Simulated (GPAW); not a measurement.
Band structure of TaN (Fm-3m, 2 atoms in the cell).

```
CELL_PARAMETERS angstrom
      0.00000     2.21132     2.21132
      2.21132     0.00000     2.21132
      2.21132     2.21132     0.00000
ATOMIC_POSITIONS crystal
  Ta 0.50000 0.50000 0.50000
  N  0.00000 0.00000 0.00000
```

Method: PBE, GPAW PAW datasets PBE (gpaw-data 1.0.1) (plane waves; GPAW 25.7.0).

Settings: mode = pw; ecut = 900 eV; xc = PBE; kpts = 9 9 9; mesh shift (steps) = 0 0 0; occupations.name = methfessel-paxton; occupations.width = 0.2 eV; occupations.order = 0; nbands = -6; convergence.forces = 0.001 eV/Å; symmetry.symmorphic = false; symmetry.tolerance = 0.0005; maxiter = 150; bandpath_npoints = 40.

The starting cell comes from a database of computed structures (which also holds hypothetical and non-ambient phases and stackings), without a prior relaxation at this level. Spin-orbit coupling is off. Spin polarisation is off.

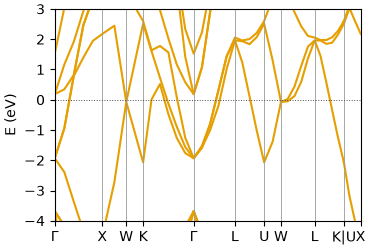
Figure. Bands along the path, energies from the Fermi level.

Levels in eV from the Fermi level, bands 6 to 13:
| point | 6 | 7 | 8 | 9 | 10 | 11 | 12 | 13 |
|---|---|---|---|---|---|---|---|---|
| Γ | -3.68 | -3.68 | -3.68 | -1.93 | -1.93 | -1.93 | 0.18 | 0.18 |
| X | -6.49 | -5.22 | -4.49 | -4.49 | 2.18 | 3.55 | 3.55 | 4.46 |
| W | -7.22 | -6.60 | -6.60 | -0.07 | -0.07 | 3.56 | 4.02 | 4.53 |
| K | -7.47 | -6.64 | -5.97 | -2.07 | 2.51 | 2.60 | 4.52 | 5.00 |
| L | -10.08 | -7.32 | -7.32 | 1.96 | 1.96 | 2.05 | 3.85 | 7.44 |
| U | -7.47 | -6.64 | -5.97 | -2.07 | 2.51 | 2.60 | 4.52 | 5.00 |

Bands cross the Fermi level along this path, so the cell is metallic at this level.
